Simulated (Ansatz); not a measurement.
# Dy (P6_3/mmc): a Bloch–Grüneisen fit of the computed resistivity

Wanted: a compact model of ρ(T) for Dy (P6_3/mmc) and a check of it.

The resistivities were computed with Ansatz 0.2.0 (DFT PBE, scalar-relativistic, plane waves, norm-conserving pseudopotentials, 4f of the trivalent lanthanide in the core) from the linearised Boltzmann equation with harmonic phonons, on q 3×3×2, k 12×12×6, scattering 18×18×12; the fit below is done by hand on them.

**What experiment says.**

For Dy (bulk crystal), “CRC Handbook of Chemistry and Physics, 84th edition, Electrical Resistivity of Pure Metals” (2003, CRC Press, section 12, read from Wikipedia's data page) quotes earlier work: resistivity at 295 K 92.6 μΩ cm.

**1. What is given**

The structure is hexagonal, space group P6_3/mmc (No. 194). Conventional cell: a = 3.612 Å, b = 3.612 Å, c = 5.601 Å, α = 90.00°, β = 90.00°, γ = 120.00°. Around Dy on site c lie 12 Dy at 3.49 to 3.61 Å.

This is the relaxed cell of the run, from steps not shown here.

The mean resistivity of the three axes from 50 to 800 K, with one row held back; the colder rows stay outside the fit and test it at the end:

```
T (K)  ρ (μΩ cm)
   50      7.022
   80      14.12
  100      18.60
  150      29.28
  200      39.62
  273      54.44
  300      59.89
  400          ?
  500      100.0
  600      120.1
  800      160.2
```

The resistivity is not converged: the component that moves most changes by 10 % between the two finest meshes at 300 K.

**2. The fit**

Bloch and Grüneisen's form is ρ(T) = A (T/Θ)⁵ J₅(Θ/T), with J₅(z) the integral of x⁵/((eˣ − 1)(1 − e⁻ˣ)) from 0 to z. It goes as T⁵ far below Θ and as A T/(4Θ) far above. For a trial Θ the best A is the geometric mean of ρ/[(T/Θ)⁵ J₅] over the rows, and the scatter of that ratio measures the fit:

```
Θ (K)  A (μΩ cm)  scatter (%)
   78      60.35          6.7
  104      82.02          3.8
  116      92.45          2.2
  130      105.0          0.7
  144      118.1          2.2
  162      135.6          5.2
  196      171.5         11.7
```

The scatter is least at Θ = 130 K, with A = 105.0 μΩ cm (0.7 % r.m.s.).

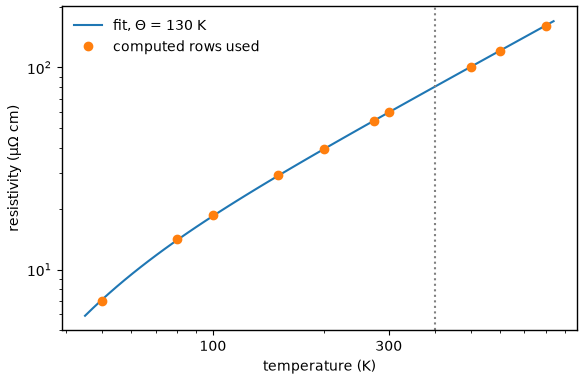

The fit through the rows used; the dotted line marks the temperature held back.

**3. Prediction and check**

At T = 400 K, Θ/T = 0.325, J₅ = 0.002773 and (T/Θ)⁵ = 275.8, so the fit gives 80.31 μΩ cm. The computed value is 79.98 μΩ cm: the fit is off by +0.41 %. Outside its range, at 20 K, it gives 0.725 against 0.616 μΩ cm computed, 1.18 times that; at that temperature the run's own test moves by 12 % between meshes in the component that moves most. Among the rows used, the largest miss is +1.0 %, at 50 K.

**4. Reading Θ and A**

Θ = 130 K is 1.42 times ħω_log/k_B (92 K) and 0.81 of the highest phonon frequency (160 K). The high-temperature slope of the fit, A/(4Θ), is 0.202 μΩ cm/K. The same slope from the run's transport coupling and plasma energy, 2π k_B λ_tr/(ħ ε₀ ω_p²) with λ_tr = 0.857, 0.857, 0.864 (xx, yy, zz) and ħω_p = 3.69, 3.69, 5.35 (xx, yy, zz) eV, is 0.210 μΩ cm/K in the mean of the axes, +3.9 % from it. For comparison, the computed rows rise by 0.200 μΩ cm/K between the two hottest.

**5. What came out**

| Item | Value |
| --- | --- |
| Θ | 130 K |
| A | 105.0 μΩ cm |
| scatter of the fit | 0.7 % |
| held-back row at 400 K, fit against computed | 80.31 against 79.98 μΩ cm |

Two numbers, Θ = 130 K and A = 105 μΩ cm, hold the computed ρ(T) from 50 to 800 K within 0.69 % r.m.s. and predict the held-back row within 0.41 %. At 20 K, outside the rows fitted, it gives 1.18 times the computed value. By the run's own test the resistivity at 300 K moves by 10 % between its two finest scattering meshes, in the component that moves most. The mean hides an anisotropy: at 300 K the components are 72.4, 72.4, 34.8 (xx, yy, zz) μΩ cm. The 4f electrons are frozen in the core, and scattering by their moments is left out. Spin–orbit coupling is left out. The fit describes the calculation: impurities, thermal expansion, changes of phase and anharmonicity are in neither.

Comparison with the measured values:

```
                                                                                                                                                   quantity  measured  q 3×3×2, fine 18×18×12
resistivity at 295 K (computed: phonon part alone; the measured value holds the sample's residual resistivity and scattering by disordered moments) (μΩ cm)      92.6         58.88 (-36.4 %)
```

Measured values from CRC Press, section 12, read from Wikipedia's data page (2003).

Verdict: The resistivity at 295 K is off by -36.4 %. The magnetic state of these runs (no moments) need not be that of the sample, so the match is not graded.

[Logs are printed without paths, hosts, clocks, repeated set-up lines and the standing remarks that a program may print on its own settings, such as how far it seeks lower states.]

[Hosts, paths, dates, database ids (printed as entryN), source tags and the programs' standing remarks are cut or masked in the printed files.]
